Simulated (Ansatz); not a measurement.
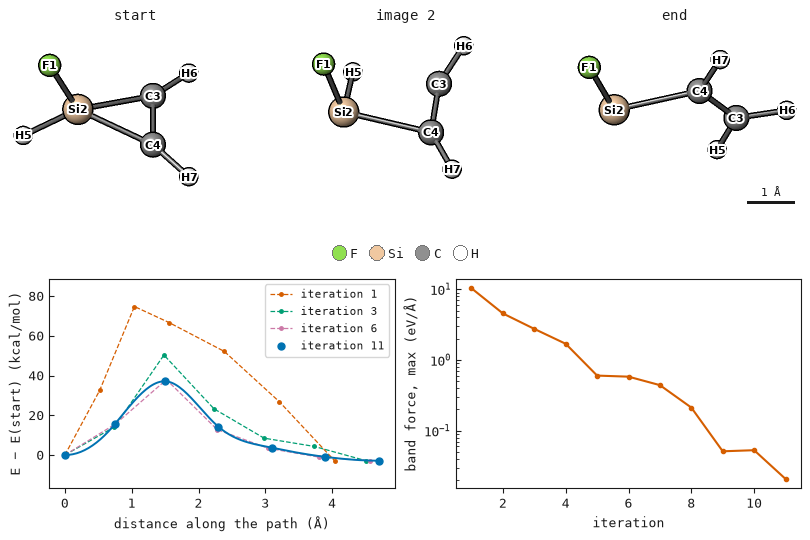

NEB run on C2H3FSi. Images are numbered from 0 (start) to 6 (end). The plot follows the band through its iterations. Style: ball-and-stick. Shown from a free direction.

Level of theory: Ansatz, RKS CAM-B3LYP-D4/def2-SVP. Settings: 5 movable images; climbing image; force threshold 0.03 eV/Å; iteration limit 60; starting path through a guess of the saddle point.

### How did the profile develop, and is the result final?

The result is final at these settings. The band converged in 11 iterations. The largest component of the band force went from 10 to 0.021 eV/Å. The climbing image converged on the top of the path. Its vibrational analysis gives one imaginary mode (373i cm⁻¹), as a transition state must have. The first iteration put the highest image at 74.7 kcal/mol. The energy climbs by 37.1 kcal/mol to image 2 and then falls by 40.0 kcal/mol, so the end point sits at −2.9 kcal/mol.
